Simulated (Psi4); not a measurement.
# BH2OF (SMILES OBF) at HF/3-21G

What is the vertical ionisation energy of BH2OF at HF/3-21G? Input form: a Python script.

Program for the calculation: Psi4 1.11.

1 further run of the same task is left out (set aside as unsound or not needed).

## 1. The molecule

The species is BH2OF (5 atoms), meant as a singlet with charge 0. SMILES: `OBF`. The shape is that of a PBE0-D4/def2-TZVP optimisation. This is one conformer, not always the lowest.

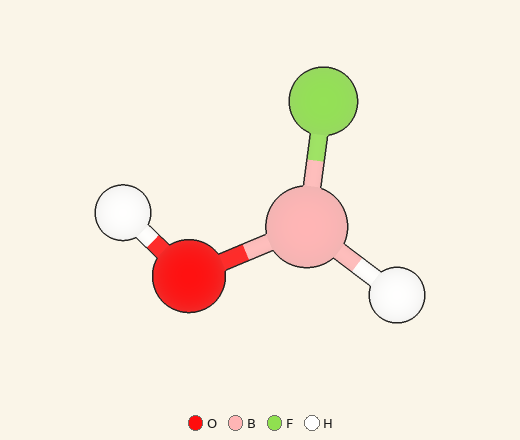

Viewed from a chosen angle; oxygen red, boron pink, fluorine green, hydrogen white.

## 2. Energy and gradient at HF/3-21G

File bfh2o.xyz:

```xyz
5
BFH2O
O     -0.965400     0.157400     0.156900
B      0.365000    -0.030200     0.201100
F      1.039200    -0.323700    -0.909500
H     -1.337200     0.057400    -0.725800
H      0.948300     0.065400     1.236000
```

File job.py:

```python
import psi4

psi4.set_memory('1600 MB')
psi4.set_num_threads(1)
psi4.core.set_output_file('bfh2o.out', False)

with open('bfh2o.xyz') as f:
    atoms = ''.join(f.readlines()[2:])
geom = psi4.geometry('0 1\n' + atoms + 'symmetry c1\nno_reorient\nno_com')

psi4.set_options({
    'puream': True,
    'e_convergence': 1e-09,
    'd_convergence': 1e-08,
    'scf_type': 'pk',
})

e, wfn = psi4.gradient('scf/3-21G', return_wfn=True)
psi4.oeprop(wfn, 'DIPOLE', 'MAYER_INDICES', 'QUADRUPOLE')
print('gradient / Eh bohr^-1')
print(e.np.round(6))
print(f'energy = {wfn.energy():.10f} Eh')
for k, v in sorted(psi4.core.scalar_variables().items()):
    print(f'{k:45s} {v:18.10f}')
```

Run with:

```
$ python job.py
```

bfh2o.out, cut to the lines that bear on the results:

```text
[...]
  Running in c1 symmetry.
[...]
  Nuclear repulsion =   64.275791383112306
[...]
  Multiplicity = 1
[...]
  Nalpha       = 12
  Nbeta        = 12
[...]
    Number of basis functions: 31
[...]
   @RHF iter   1:  -199.11353266100645   -8.62289e-01   1.26024e-02 DIIS/ADIIS
[...]
   @RHF iter  11:  -199.17452156767399   -4.83169e-13   3.54034e-09 DIIS
[...]
    Orbital Energies [Eh]
    ---------------------
    Doubly Occupied:
       1A    -26.174437     2A    -20.493653     3A     -7.655717
       4A     -1.605879     5A     -1.391376     6A     -0.788289
       7A     -0.736839     8A     -0.696161     9A     -0.666491
      10A     -0.563786    11A     -0.540705    12A     -0.527010
[...]
  @RHF Final Energy:  -199.17452156767399
   => Energetics <=
    Nuclear Repulsion Energy =             64.2757913831123062
    One-Electron Energy =                -403.2199359905029041
    Two-Electron Energy =                 139.7696230397166346
    Total Energy =                       -199.1745215676739917
[...]
  -Total Gradient:
     Atom            X                  Y                   Z
    ------   -----------------  -----------------  -----------------
       1        0.011083521441    -0.000130886526     0.008546013920
       2       -0.019155394183    -0.003927534385    -0.038488096423
       3       -0.009361671228     0.004891492296     0.020082005482
       4        0.012492127353    -0.001490957615     0.001959727010
       5        0.004941416617     0.000657886230     0.007900350011
[...]
 Multipole Moments:
 ------------------------------------------------------------------------------------
     Multipole            Electronic (a.u.)      Nuclear  (a.u.)        Total (a.u.)
 ------------------------------------------------------------------------------------
 L = 1.  Multiply by 2.5417464519 to convert [e a0] to [Debye]
 Dipole X            :         -6.1152921            5.7933334           -0.3219587
 Dipole Y            :          3.1602584           -3.1790863           -0.0188278
 Dipole Z            :          9.8546631          -10.2321111           -0.3774480
 Magnitude           :                                                    0.4964664
 L = 2.  Multiply by 1.3450342976 to convert [e a0^2] to [Debye ang]
 Quadrupole XX       :        -86.6740723           73.3100641          -13.3640082
 Quadrupole XY       :         16.2079397          -15.4019473            0.8059925
[...]
```

Standard output:

```text
gradient / Eh bohr^-1
[[ 0.011084 -0.000131  0.008546]
 [-0.019155 -0.003928 -0.038488]
 [-0.009362  0.004891  0.020082]
 [ 0.012492 -0.001491  0.00196 ]
 [ 0.004941  0.000658  0.0079  ]]
energy = -199.1745215677 Eh
CURRENT ENERGY                                   -199.1745215677
CURRENT REFERENCE ENERGY                         -199.1745215677
DD SOLVATION ENERGY                                 0.0000000000
HF KINETIC ENERGY                                 198.4238038003
HF POTENTIAL ENERGY                              -397.5983253680
HF TOTAL ENERGY                                  -199.1745215677
HF VIRIAL RATIO                                     2.0037834058
NUCLEAR REPULSION ENERGY                           64.2757913831
ONE-ELECTRON ENERGY                              -403.2199359905
PCM POLARIZATION ENERGY                             0.0000000000
PE ENERGY                                           0.0000000000
SCF ITERATION ENERGY                             -199.1745215677
SCF ITERATIONS                                     11.0000000000
SCF TOTAL ENERGY                                 -199.1745215677
TWO-ELECTRON ENERGY                               139.7696230397
```

Wall time 1.9 s (1 thread of Intel Xeon Platinum 8375C at 2.90GHz (Ice Lake), shared host); peak memory 0.18 GiB.

## 3. The doublet cation at the same level

File run.py:

```python
import psi4

psi4.set_memory('1600 MB')
psi4.set_num_threads(1)
psi4.set_output_file('bfh2o.out', False)

m = psi4.geometry("""
1 2
O     -0.965400     0.157400     0.156900
B      0.365000    -0.030200     0.201100
F      1.039200    -0.323700    -0.909500
H     -1.337200     0.057400    -0.725800
H      0.948300     0.065400     1.236000
units angstrom
symmetry c1
""")

options = {'basis': '3-21G', 'reference': 'uhf', 'puream': True, 'e_convergence': 1e-09, 'd_convergence': 1e-08, 'scf_type': 'pk', 'maxiter': 200}
psi4.set_options(options)

e_tot, wfn = psi4.gradient("hf", return_wfn=True)
psi4.oeprop(wfn, "QUADRUPOLE", "MAYER_INDICES", "LOWDIN_CHARGES")
print('gradient / Eh bohr^-1')
print(e_tot.np.round(6))
print(f'energy = {wfn.energy():.10f} Eh')
```

Run with:

```
$ python run.py
```

bfh2o.out, cut to the lines that bear on the results:

```text
[...]
  Running in c1 symmetry.
[...]
  Nuclear repulsion =   64.275791383112292
[...]
  Multiplicity = 2
[...]
  Nalpha       = 12
  Nbeta        = 11
[...]
    Number of basis functions: 31
[...]
   @UHF iter   1:  -198.58981600499365   -3.38572e-01   1.30899e-02 ADIIS/DIIS
[...]
   @UHF iter  20:  -198.68131210932086   -2.27374e-13   4.94101e-09 DIIS
[...]
   @S^2 Observed:                7.646949081E-01
[...]
  @UHF Final Energy:  -198.68131210932086
   => Energetics <=
    Nuclear Repulsion Energy =             64.2757913831122920
    One-Electron Energy =                -395.2500682404797772
    Two-Electron Energy =                 132.2929647480466429
    Total Energy =                       -198.6813121093208565
  UHF NO Occupations:
  HONO-2 :   10  A 1.9995250
  HONO-1 :   11  A 1.9932488
[...]
  -Total Gradient:
     Atom            X                  Y                   Z
    ------   -----------------  -----------------  -----------------
       1       -0.056442785555     0.001399233117    -0.039329924790
       2        0.106040123252     0.005873142052     0.122435194855
       3       -0.030501547887    -0.000909789321    -0.030765867147
       4        0.023794119215    -0.001108660646     0.013618181099
       5       -0.042889909023    -0.005253925203    -0.065957584017
[...]
 Multipole Moments:
 ------------------------------------------------------------------------------------
     Multipole            Electronic (a.u.)      Nuclear  (a.u.)        Total (a.u.)
 ------------------------------------------------------------------------------------
 L = 1.  Multiply by 2.5417464519 to convert [e a0] to [Debye]
 Dipole X            :          2.0834412           -1.6947879            0.3886533
 Dipole Y            :         -0.3426225            0.4486607            0.1060382
 Dipole Z            :         -0.2096398            1.1409218            0.9312821
 Magnitude           :                                                    1.0146831
 L = 2.  Multiply by 1.3450342976 to convert [e a0^2] to [Debye ang]
 Quadrupole XX       :        -81.2263815           72.0312972           -9.1950843
 Quadrupole XY       :         15.3237787          -14.6662338            0.6575448
[...]
```

On the terminal:

```text
gradient / Eh bohr^-1
[[-0.056443  0.001399 -0.03933 ]
 [ 0.10604   0.005873  0.122435]
 [-0.030502 -0.00091  -0.030766]
 [ 0.023794 -0.001109  0.013618]
 [-0.04289  -0.005254 -0.065958]]
energy = -198.6813121093 Eh
```

Wall time 2 s (1 thread of Intel Xeon Platinum 8375C at 2.90GHz (Ice Lake), shared host); peak memory 0.18 GiB.

## 4. Summary of results

At HF/3-21G:

| quantity | value |
| --- | --- |
| singlet BH2OF: total energy | -199.17452 Eh |
| singlet BH2OF: dipole moment | 1.26 D |
| singlet BH2OF: HOMO energy | -14.34 eV |
| singlet BH2OF: LUMO energy | 4.87 eV |
| singlet BH2OF: HOMO–LUMO gap | 19.21 eV |
| singlet BH2OF: largest force on an atom | 2.220 eV/Å |
| doublet cation: total energy | -198.68131 Eh |
| doublet cation: HOMO energy (highest over α and β) | -22.35 eV |
| doublet cation: LUMO energy (lowest over α and β) | -12.49 eV |
| doublet cation: ⟨S²⟩ | 0.765 |
| doublet cation: largest force on an atom | 8.334 eV/Å |
| vertical ionisation energy (to the doublet cation) | 13.421 eV |

The vertical ionisation energy comes to 13.42 eV (1295 kJ/mol). The largest force (singlet BH2OF) is 2.22 eV/Å: the shape isn't a stationary point for this species at this level. −ε(HOMO) before ionisation, 14.34 eV, is 0.92 eV above this ionisation energy.
